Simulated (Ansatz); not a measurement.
Band structure of La3TlC (Pm-3m, 5 atoms in the cell).

```
La3TlC
1.0
    5.32515     0.00000     0.00000
    0.00000     5.32515     0.00000
    0.00000     0.00000     5.32515
La Tl C
3 1 1
Direct
  0.50000   0.00000   0.50000
  0.00000   0.50000   0.50000
  0.50000   0.50000   0.00000
  0.00000   0.00000   0.00000
  0.50000   0.50000   0.50000
```

Computed with LDA (PW92), PAW files made with PBE (plane waves; Ansatz, an electronic-structure program).

Settings: kpoints.mp_grid.grid = 5 5 5; hamiltonian.xc = lda; hamiltonian.pseudopotentials = {kind: paw} (the program's default PAW files); scf.occupations.method = gaussian; scf.occupations.width = 0.272 eV; kpoints.band_path.npoints = 8.

The starting cell comes from a database of computed structures (which also holds hypothetical and non-ambient phases and stackings), without a prior relaxation at this level. Its lattice was rescaled by a random factor within 2.5 % of one. Spin-orbit coupling is off.

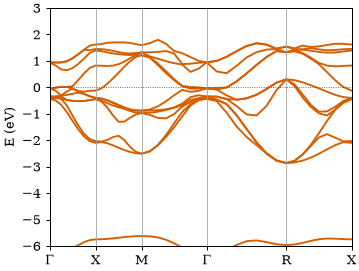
*Bands along the path, energies from the Fermi level.*

Levels in eV from the Fermi level, bands 22 to 29:
```json
[
 {"point": "Γ", "22": "-0.35", "23": "-0.35", "24": "-0.35", "25": "-0.04", "26": "-0.04", "27": "-0.04", "28": "0.94", "29": "0.94"},
 {"point": "X", "22": "-0.45", "23": "-0.45", "24": "-0.40", "25": "-0.40", "26": "-0.12", "27": "0.82", "28": "1.39", "29": "1.45"},
 {"point": "M", "22": "-0.97", "23": "-0.97", "24": "-0.89", "25": "-0.87", "26": "1.21", "27": "1.21", "28": "1.32", "29": "1.32"},
 {"point": "R", "22": "-2.86", "23": "0.30", "24": "0.30", "25": "0.30", "26": "1.33", "27": "1.33", "28": "1.33", "29": "1.54"}
]
```

Bands cross the Fermi level along this path, so the cell is metallic at this level.

Keys are those of Ansatz 0.2.
